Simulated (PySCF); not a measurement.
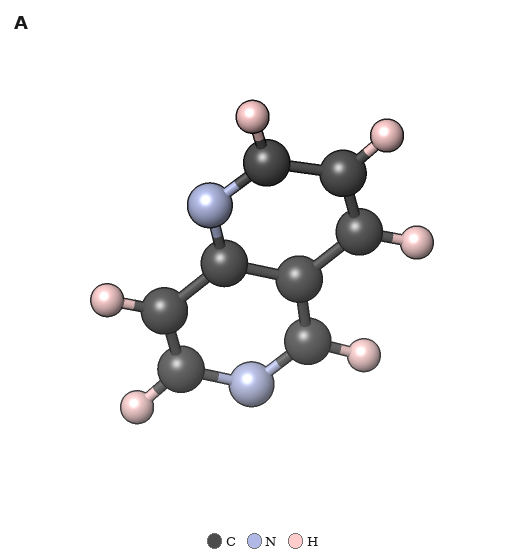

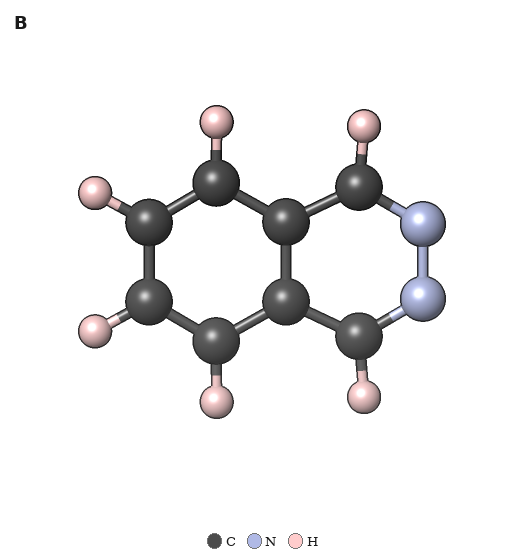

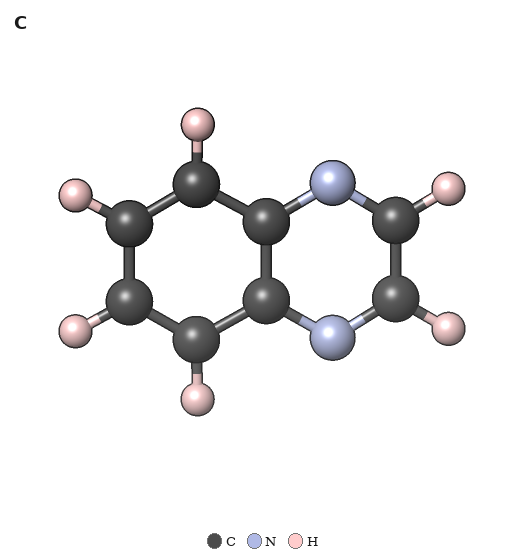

3 stationary structures of one formula. Geometries: GFN2-xTB. Electronic energies: PBE0/pcSseg-1 (PySCF 2.14.0), without zero-point energy. No frequency run is at hand to confirm each as a minimum.

### Which is lowest in energy, and by how much?

A is lowest; C lies 0.029 eV above it, B lies 0.888 eV above it. A is `c1cnc2ccncc2c1`, B is `c1ccc2cnncc2c1`, C is `c1ccc2nccnc2c1`.
